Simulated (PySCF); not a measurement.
SMILES O=CCCC(C)C, GFN2-xTB optimised geometry. Atoms within 1.6 Å of the plane z = 0.0 Å (x, y, z in Å): C1 (2.44, -0.84, -0.36), C2 (0.93, -0.97, -0.17), C3 (0.63, -1.87, 1.02), C4 (0.32, 0.42, 0.00), C5 (-1.21, 0.42, 0.00), C6 (-1.79, 1.81, 0.00), O7 (-1.17, 2.83, 0.00), H8 (2.67, -0.22, -1.23), H9 (2.90, -0.39, 0.52), H10 (2.89, -1.82, -0.52), H11 (0.51, -1.43, -1.08), H12 (-0.44, -2.06, 1.12), H13 (1.13, -2.83, 0.90), H15 (0.67, 0.87, 0.93), H16 (0.66, 1.07, -0.81), H17 (-1.59, -0.09, -0.88), H18 (-1.61, -0.10, 0.87), H19 (-2.90, 1.81, 0.00).

Computed with PBE0/def2-SVP (PySCF). Cells within 0.4 Å of a nucleus heavier than hydrogen are left out (blank, or x).

Map of the Laplacian of the electron density (e/bohr⁵), clipped to [-1.50, 1.50] on the plane z = 0.0 Å:

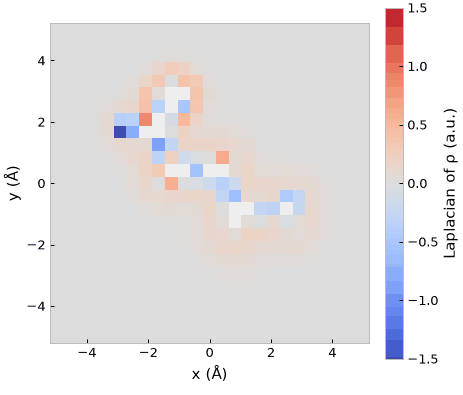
Fig. 1. Laplacian of the electron density (e/bohr⁵), clipped to [-1.50, 1.50] on the plane z = 0.0 Å.
